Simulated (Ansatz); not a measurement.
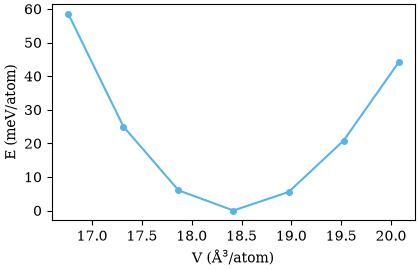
Figure: NbSi2 (fluorite, Fm-3m) under volume change, DFT-PBE in the program Ansatz with PAW potentials, scaled uniformly.

What does a third-order Birch–Murnaghan fit give for V₀, B₀ and B′?

V₀ = 18.42 Å³/atom, B₀ = 108 GPa, B′ = 3.8.

The cell is a constructed one: a structure type filled with these elements; neither database checked (COD, Materials Project) lists it. COD files the formula under space group No. 180, 181, so this cell is another polymorph or a model. Whether it is the stable phase at ambient conditions was not checked. The cell was relaxed with PBE under the symmetry of its start; whether a distortion lowers the energy is not shown. No spin polarisation was allowed.

Potentials: the later of the program's two PAW sets.
